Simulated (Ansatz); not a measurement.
AsBF2H2···H2O

The calculation's input:

```
crystal:
  periodic: [false, false, false]
  atoms:
    - { symbol: B, position_ang: [-0.085588, -1.204704, 0.28566] }
    - { symbol: O, position_ang: [-1.256102, 1.320625, 0.067906] }
    - { symbol: F, position_ang: [-0.84154, -1.574997, -0.752073] }
    - { symbol: F, position_ang: [-0.488438, -1.561708, 1.499813] }
    - { symbol: H, position_ang: [-0.340986, 1.362783, -0.26707] }
    - { symbol: As, position_ang: [1.784804, -0.448066, -0.01189] }
    - { symbol: H, position_ang: [-1.746094, 0.988896, -0.70866] }
    - { symbol: H, position_ang: [1.61692, 0.642974, 1.053323] }
    - { symbol: H, position_ang: [1.356825, 0.474197, -1.167109] }
basis:
  gaussian: { orbitals: def2-SVP }
hamiltonian:
  xc: pbe
  dispersion: d4
relax:
  f_tol: 0.03
  max_steps: 50
output:
  orbitals: {}
```

Run with:

```sh
ansatz run input.yaml --threads 2 --pin off --max-ram 3072MiB --backend cpu --events-out ev --progress --plain --runs-dir out
```

The fields are those of the relaxed geometry.

Method: RKS PBE-D4/def2-SVP in Ansatz 0.2.0.

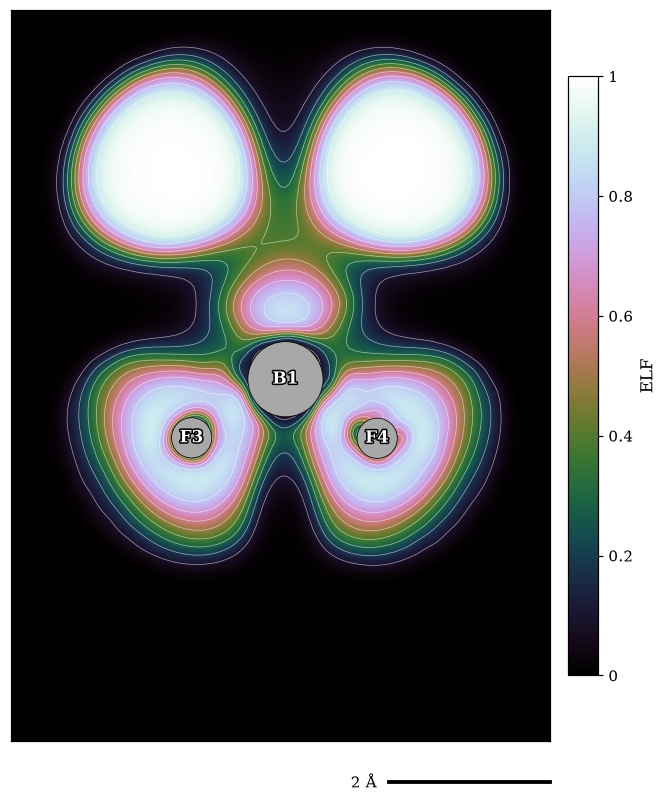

Figure 1. ELF on the plane of atoms F3, B1 and F4. Grey discs cover the atomic cores.

Question: Interpret the plot.

Answer: The plane passes through B and F nuclei. B–F (1.35 Å): the ELF peaks at about 0.85 between the atoms, as expected for a polar covalent bond. The ELF also peaks beside F3 and F4, away from the bonds: lone-pair regions.

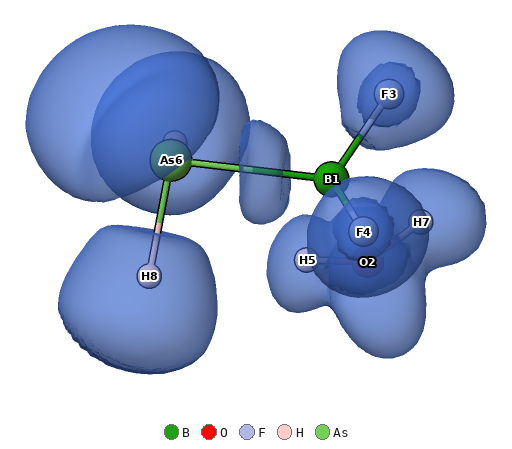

Figure 2. Isosurface of the electron localisation function at 0.75 (blue), seen from one side. Only the valence region is drawn (cores and ρ < 0.01 e/Å³ removed).

Question: Describe the localisation domains.

Answer: At this value the surface marks out one region between bonded As–B atoms (shared pairs), two regions around hydrogen nuclei, two regions on F in which the atom's valence shell and bonds are merged, one lobe on As, pointing away from the bonds (lone pairs) and one joined region spread over several atoms (H, O), in which their bonds and any lone pairs are merged.


B1···O2 (1.77 Å): the ELF peaks at about 0.90 between the atoms.

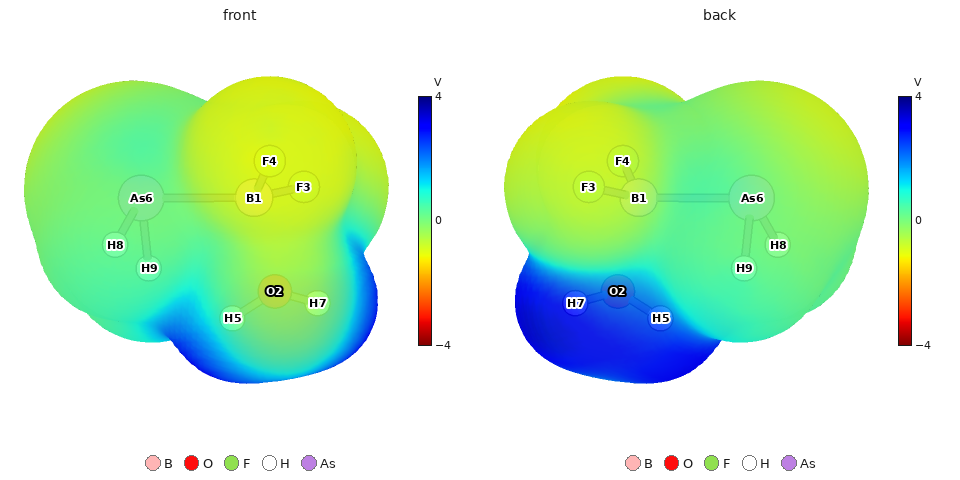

Figure 3. The electrostatic potential painted on the density surface at 0.002 e/bohr³, seen from the front and from behind; the colour scale runs from red (negative) to blue (positive).

Question: Describe the electrostatic potential map.

Answer: The most negative region (about −1.1 V, or −25 kcal/mol for a unit charge) lies over F4, the most positive (about +3.4 V, or +78 kcal/mol for a unit charge) over H7.

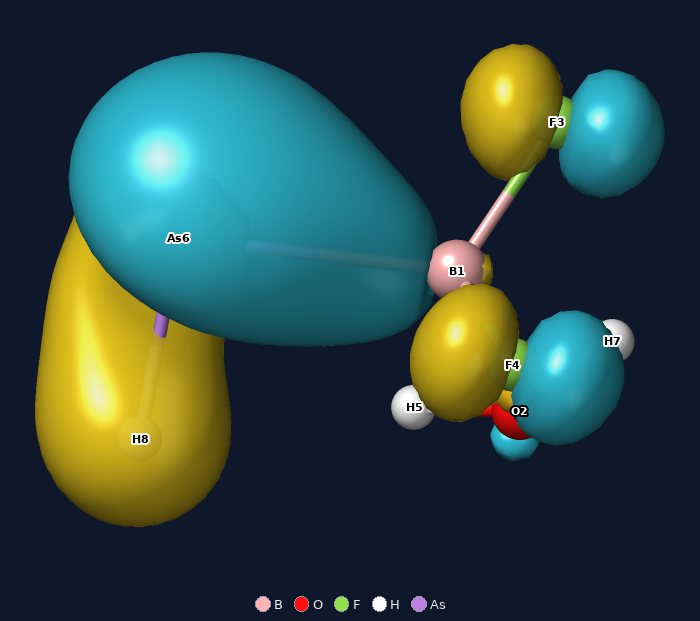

Figure 4. The HOMO−1 at ±0.15 Å⁻³ᐟ² (yellow and cyan are the two phases), seen from one side.

Question: What is the character of this orbital?

Answer: By Hirshfeld shares it lies mainly on As6 (about 50 %), H8 (about 10 %), F4 (about 10 %), H9 (about 10 %), B1 (about 10 %) and F3 (about 10 %). Its energy is −7.37 eV.
